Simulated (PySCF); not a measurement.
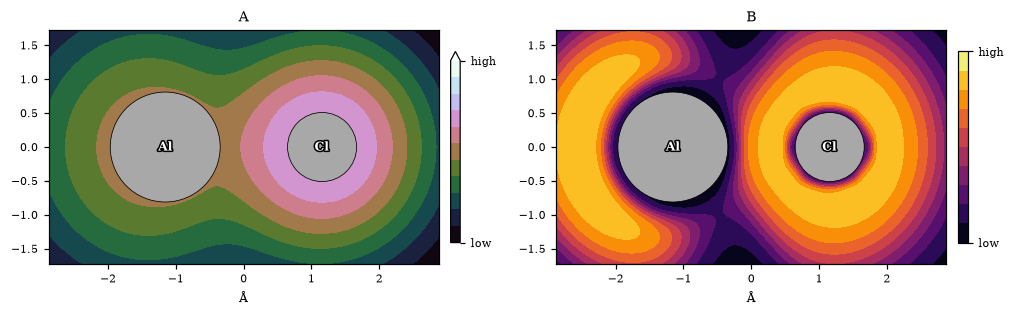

AlCl (charge −1, doublet): 2 fields on a plane that holds the molecular axis, with unlabelled colour scales. Grey discs cover the atomic cores.

The calculation used PySCF, PBE0/def2-TZVPPD, non-relativistic Hamiltonian with scalar-relativistic core potentials where named, at a bond length of 2.313 Å.

### The panels show electron density and electron localisation function in some order. Assign them.

Panel A: electron density. Panel B: electron localisation function. From the grid: Al–Cl (2.31 Å): the density is about 0.49 e/Å³ at the midpoint; the ELF peaks at about 0.85 in the valence shell of Cl, 0.8 Å from its nucleus, and is about 0.75 at the midpoint.
